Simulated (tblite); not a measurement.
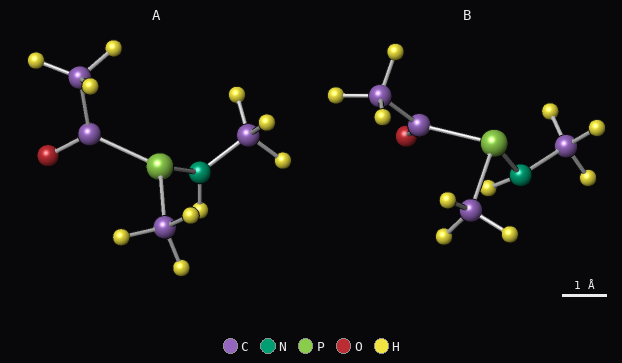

Two geometries of C4H10NOP, drawn at one scale. One is the start of a relaxation, the other its converged end. The picture is a ball-and-stick view, seen from a free direction.

These are results of GFN2-xTB geometry optimisation, gas phase in tblite 0.8.0, not measurements. 

Which geometry has the lower energy?

Answer. Structure B is the relaxed one. After 140 geometry steps the energy has fallen by 2.252 eV. The largest moves after the best rigid fit, 1.36 Å, are those of O and H atoms. By element the largest moves are O 1.36 Å, H 1.35 Å, P 0.86 Å, C 0.52 Å, N 0.52 Å. Some distances before and after: C–P 1.798 → 1.883 Å, N–P 1.738 → 1.696 Å, C–O 1.242 → 1.206 Å, C–H 1.127 → 1.092 Å. Bond angles that change, for instance: N–P–C 117.1° → 96.9°, C–P–C 113.9° → 93.9°, N–P–C 118.2° → 99.7°.
